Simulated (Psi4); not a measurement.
**CH4NSi (SMILES C=N[SiH2]) at 4 levels**

We compute a comparison of 4 runs (UHF/STO-3G, UBLYP/def2-SVP, UPBE0/def2-SVP, USOGGA11/def2-TZVP) of CH4NSi. 

The results are computed with Psi4 1.11.

### 1 The structure to begin with

CH4NSi has 7 atoms, charge 0, and is taken as a doublet. SMILES: `C=N[SiH2]`. Geometry: relaxed at GFN2-xTB.

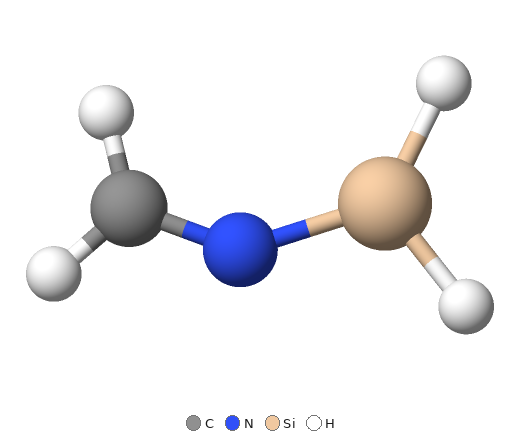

The structure, seen from a chosen angle (carbon grey, nitrogen blue, silicon light orange, hydrogen white).

### 2 Energy and gradient at UHF/STO-3G (run 1)

The input, input.in:

```
memory 1600 mb

molecule mol {
  0 2
  C     -2.35027128    -0.39850545    -1.26471811
  N     -0.03106710    -0.81672073    -0.58235690
  Si     2.22738239     0.35991724     1.19077312
  H     -3.20801797    -1.71728862    -2.56432056
  H     -3.48652580     1.18020955    -0.62653870
  H      2.37738885     2.58438945     2.80943693
  H      4.47109201    -1.19198255     1.03770531
  units bohr
  symmetry c1
}

set reference uhf
set puream true
set e_convergence 1e-09
set d_convergence 1e-08
set scf_type pk
set maxiter 200

E, wfn = gradient('scf/STO-3G', return_wfn=True)
```

On the command line:

```bash
psi4 -i input.in -o input.out -n 1
```

input.out:

```text
[...]
  Running in c1 symmetry.
[...]
  Nuclear repulsion =   94.134155503413567
[...]
  Multiplicity = 2
[...]
  Nalpha       = 16
  Nbeta        = 15
[...]
    Number of basis functions: 23
[...]
   @UHF iter   1:  -378.87423430593896   -2.22238e+00   1.13865e-02 DIIS/ADIIS
[...]
   @UHF iter  17:  -378.96933536813594    2.27374e-13   6.27307e-09 DIIS
[...]
   @S^2 Observed:                1.068371365E+00
[...]
  @UHF Final Energy:  -378.96933536813594
   => Energetics <=
    Nuclear Repulsion Energy =             94.1341555034135666
    One-Electron Energy =                -712.5708046774894910
    Two-Electron Energy =                 239.4673138059399378
    Total Energy =                       -378.9693353681359440
  UHF NO Occupations:
  HONO-2 :   14  A 1.9940119
  HONO-1 :   15  A 1.8410081
[...]
 Multipole Moments:
 ------------------------------------------------------------------------------------
     Multipole            Electronic (a.u.)      Nuclear  (a.u.)        Total (a.u.)
 ------------------------------------------------------------------------------------
 L = 1.  Multiply by 2.5417464519 to convert [e a0] to [Debye]
 Dipole X            :          1.0581370           -1.0609931           -0.0028561
 Dipole Y            :         -0.1111653            0.6114941            0.5003288
 Dipole Z            :          0.3761184           -0.0257262            0.3503923
 Magnitude           :                                                    0.6108288
[...]
  -Total Gradient:
     Atom            X                  Y                   Z
    ------   -----------------  -----------------  -----------------
       1        0.015352723953    -0.009142694657     0.000069906327
       2       -0.017489239621     0.018782676993     0.006111510435
       3       -0.036427802839    -0.009243373155    -0.022025296447
       4        0.010386031469     0.002225735892     0.005785912505
       5        0.007512919603    -0.005523948876    -0.000678381417
       6        0.008616042486     0.015005951593     0.014153707293
       7        0.012049324952    -0.012104347790    -0.003417358694
[...]
```

Run time: 2.8 s. Hardware: 1 thread of AMD EPYC 7R43 (Zen 3), shared host; peak memory 0.18 GiB.

### 3 Energy and gradient at UBLYP/def2-SVP (run 2)

The input, ch4nsi.py:

```python
import psi4

psi4.set_memory('1600 MB')
psi4.set_num_threads(1)
psi4.set_output_file('psi4.out', False)

geom = psi4.geometry("""
0 2
C
N 1 1.29829
Si 2 1.642075 1 141.47035
H 1 1.079818 2 117.66638 3 179.60974
H 1 1.083288 4 117.62219 2 179.90442
H 3 1.457963 2 132.95955 1 -0.0312
H 3 1.445928 6 116.53648 2 179.78271
symmetry c1
""")

options = {'basis': 'def2-SVP', 'reference': 'uks', 'puream': True, 'e_convergence': 1e-09, 'd_convergence': 1e-08, 'scf_type': 'pk', 'dft_radial_points': 99, 'dft_spherical_points': 590, 'maxiter': 200}
psi4.set_options(options)

energy_value, wavefunction = psi4.gradient('blyp', return_wfn=True)
psi4.oeprop(wavefunction, 'LOWDIN_CHARGES', 'DIPOLE', 'QUADRUPOLE')
print('gradient / Eh bohr^-1')
print(energy_value.np.round(6))
print(f'energy = {wavefunction.energy():.10f} Eh')
```

On the command line:

```bash
python ch4nsi.py
```

psi4.out:

```text
[...]
  Running in c1 symmetry.
[...]
  Nuclear repulsion =   94.134154928221605
[...]
  Multiplicity = 2
[...]
  Nalpha       = 16
  Nbeta        = 15
[...]
    Number of basis functions: 66
[...]
   @UKS iter   1:  -383.95304303257353    1.17828e-01   1.42597e-02 DIIS/ADIIS
[...]
   @UKS iter  14:  -384.47254139692194   -5.91172e-12   8.77162e-09 DIIS
[...]
   @S^2 Observed:                7.593980885E-01
[...]
  @UKS Final Energy:  -384.47254139692194
   => Energetics <=
    Nuclear Repulsion Energy =             94.1341549282216050
    One-Electron Energy =                -715.4613415830656322
    Two-Electron Energy =                 271.5112218303628424
    DFT Exchange-Correlation Energy =     -34.6565765724407910
    Empirical Dispersion Energy =           0.0000000000000000
    VV10 Nonlocal Energy =                  0.0000000000000000
    Total Energy =                       -384.4725413969219403
[...]
  -Total Gradient:
     Atom            X                  Y                   Z
    ------   -----------------  -----------------  -----------------
       1        0.000021476653    -0.002781103916    -0.017533470375
       2        0.000123473002    -0.009531974089     0.021183683560
       3       -0.000108521597     0.001060978014    -0.015565139443
       4        0.000018350454    -0.016301383367     0.013044178120
       5       -0.000084292213     0.015845193013     0.011622083932
       6        0.000005066681     0.015652536902     0.002605374863
       7        0.000024245487    -0.003945028004    -0.015349582984
[...]
 Multipole Moments:
 ------------------------------------------------------------------------------------
     Multipole            Electronic (a.u.)      Nuclear  (a.u.)        Total (a.u.)
 ------------------------------------------------------------------------------------
 L = 1.  Multiply by 2.5417464519 to convert [e a0] to [Debye]
 Dipole X            :          0.0056963           -0.0059288           -0.0002326
 Dipole Y            :          0.1252303           -0.5084199           -0.3831896
 Dipole Z            :          0.9200682           -1.1143471           -0.1942789
 Magnitude           :                                                    0.4296261
 L = 2.  Multiply by 1.3450342976 to convert [e a0^2] to [Debye ang]
 Quadrupole XX       :        -19.7659330            0.0002818          -19.7656513
 Quadrupole XY       :          0.0378815           -0.0403781           -0.0024965
[...]
```

On the terminal:

```text
gradient / Eh bohr^-1
[[ 2.1000e-05 -2.7810e-03 -1.7533e-02]
 [ 1.2300e-04 -9.5320e-03  2.1184e-02]
 [-1.0900e-04  1.0610e-03 -1.5565e-02]
 [ 1.8000e-05 -1.6301e-02  1.3044e-02]
 [-8.4000e-05  1.5845e-02  1.1622e-02]
 [ 5.0000e-06  1.5653e-02  2.6050e-03]
 [ 2.4000e-05 -3.9450e-03 -1.5350e-02]]
energy = -384.4725413969 Eh
```

Wall time 27 s (1 thread of AMD EPYC 7R43 (Zen 3), shared host); peak memory 0.88 GiB.

Run 3 isn't shown in full; the table further down has it.

### 4 The charge distribution at USOGGA11/def2-TZVP (density fitting) (run 4)

The input, ch4nsi.json:

```json
{
 "schema_name": "qcschema_input",
 "schema_version": 1,
 "molecule": {
  "schema_name": "qcschema_molecule",
  "schema_version": 2,
  "symbols": ["C", "N", "Si", "H", "H", "H", "H"],
  "geometry": [-2.35027128, -0.39850545, -1.26471811, -0.0310671, -0.81672073, -0.5823569, 2.22738239, 0.35991724, 1.19077312, -3.20801797, -1.71728862, -2.56432056, -3.4865258, 1.18020955, -0.6265387, 2.37738885, 2.58438945, 2.80943693, 4.47109201, -1.19198255, 1.03770531],
  "molecular_charge": 0,
  "molecular_multiplicity": 2
 },
 "driver": "energy",
 "model": {
  "method": "sogga11",
  "basis": "def2-TZVP"
 },
 "keywords": {
  "reference": "uks",
  "scf_type": "df",
  "dft_nuclear_scheme": "sbecke",
  "s_orthogonalization": "symmetric",
  "scf_properties": ["ESP_AT_NUCLEI", "NO_OCCUPATIONS", "QUADRUPOLE", "MBIS_CHARGES"]
 }
}
```

On the command line:

```bash
psi4 --qcschema ch4nsi.json -n 1 --memory 1600MB
```

stdout:

```text
[...]
  Running in c1 symmetry.
[...]
  Nuclear repulsion =   94.134155503413567
[...]
  Multiplicity = 2
[...]
  Nalpha       = 16
  Nbeta        = 15
[...]
    Number of basis functions: 123
[...]
   @DF-UKS iter   1:  -384.10982069430310    1.20842e-01   8.90760e-03 ADIIS/DIIS
[...]
   @DF-UKS iter  13:  -384.71491633912723   -7.24554e-08   7.43371e-07 DIIS
[...]
   @S^2 Observed:                7.611041718E-01
[...]
    Orbital Energies [Eh]
    ---------------------
    Alpha Occupied:
       1A    -65.430116     2A    -13.997205     3A     -9.943957
       4A     -5.050373     5A     -3.479491     6A     -3.472444
       7A     -3.471836     8A     -0.803743     9A     -0.581225
      10A     -0.479927    11A     -0.416003    12A     -0.391760
      13A     -0.325790    14A     -0.323054    15A     -0.211736
      16A     -0.163769
    Alpha Virtual:
      17A     -0.065109    18A     -0.030096    19A      0.002796
      20A      0.052424    21A      0.077685    22A      0.097174
      23A      0.114697    24A      0.121449    25A      0.136793
[...]
  @DF-UKS Final Energy:  -384.71491633912723
   => Energetics <=
    Nuclear Repulsion Energy =             94.1341555034135666
    One-Electron Energy =                -716.3478483392312910
    Two-Electron Energy =                 272.2429669111796784
    DFT Exchange-Correlation Energy =     -34.7441904144891751
    Empirical Dispersion Energy =           0.0000000000000000
    VV10 Nonlocal Energy =                  0.0000000000000000
    Total Energy =                       -384.7149163391272282
[...]
 Multipole Moments:
 ------------------------------------------------------------------------------------
     Multipole            Electronic (a.u.)      Nuclear  (a.u.)        Total (a.u.)
 ------------------------------------------------------------------------------------
 L = 1.  Multiply by 2.5417464519 to convert [e a0] to [Debye]
 Dipole X            :          0.7994107           -1.0609931           -0.2615824
 Dipole Y            :         -0.2618994            0.6114941            0.3495947
 Dipole Z            :          0.1599013           -0.0257262            0.1341751
 Magnitude           :                                                    0.4567765
 L = 2.  Multiply by 1.3450342976 to convert [e a0^2] to [Debye ang]
 Quadrupole XX       :       -158.9139521          141.3903100          -17.5236421
 Quadrupole XY       :        -20.3852073           20.4239602            0.0387529
[...]
```

The result, in JSON:

```text
{
 "driver": "energy",
 "model": {
  "method": "sogga11",
  "basis": "def2-TZVP"
 },
 "success": true,
 "return_result": -384.7149163391272,
 "properties": {
  "calcinfo_nbasis": 123,
  "calcinfo_nmo": 123,
  "calcinfo_nalpha": 16,
  "calcinfo_nbeta": 15,
  "calcinfo_natom": 7,
  "nuclear_repulsion_energy": 94.13415550341355,
  "return_energy": -384.7149163391272,
  "scf_one_electron_energy": -716.3478483392313,
  "scf_two_electron_energy": 272.2429669111797,
  "scf_xc_energy": -34.744190414489175,
  "scf_dipole_moment": [-0.2615823838402531, 0.3495946916293338, 0.13417511026587925],
  "scf_total_energy": -384.7149163391272,
  "scf_iterations": 13
 }
}
```

Wall time 25 s (1 thread of AMD EPYC 7R43 (Zen 3), shared host); peak memory 0.69 GiB.

Atomic charges (e):

```csv
atom,MBIS
C1,+0.025
N2,-0.593
Si3,+0.619
H4,+0.112
H5,+0.101
H6,-0.137
H7,-0.128
```

### 5 Overview of the runs

```csv
run,level,integration grid,task,energy (Eh),dipole moment (D),HOMO energy (eV),LUMO energy (eV),wall time
1,UHF/STO-3G,–,gradient,-378.969335,1.55,-5.57,7.13,2.8 s
2,UBLYP/def2-SVP,99 radial × 590 angular,gradient,-384.472541,1.09,-4.14,-3.00,27 s
3,UPBE0/def2-SVP,99 radial × 590 angular,gradient,-384.274718,1.25,-5.28,-2.08,33 s
4,USOGGA11/def2-TZVP (density fitting),75 radial × 302 angular,properties,-384.714916,1.16,-4.46,-3.34,25 s
```

### 6 Results

```
                                 quantity          value
                      run 4: total energy  -384.71492 Eh
                     run 4: dipole moment         1.16 D
run 4: HOMO energy (highest over α and β)       -4.46 eV
 run 4: LUMO energy (lowest over α and β)       -3.34 eV
                              run 4: ⟨S²⟩          0.761
```

What this shows: The dipole moment (its size) runs from 1.09 D (UBLYP/def2-SVP) to 1.55 D (UHF/STO-3G). The two ends differ in method and basis. Totals of different functionals can't be ranked against each other. In run 1 the basis is minimal, so the values are rough. Spin contamination of the reference: run 1 ⟨S²⟩ = 1.07. All runs together took 88 s, the longest 33 s.
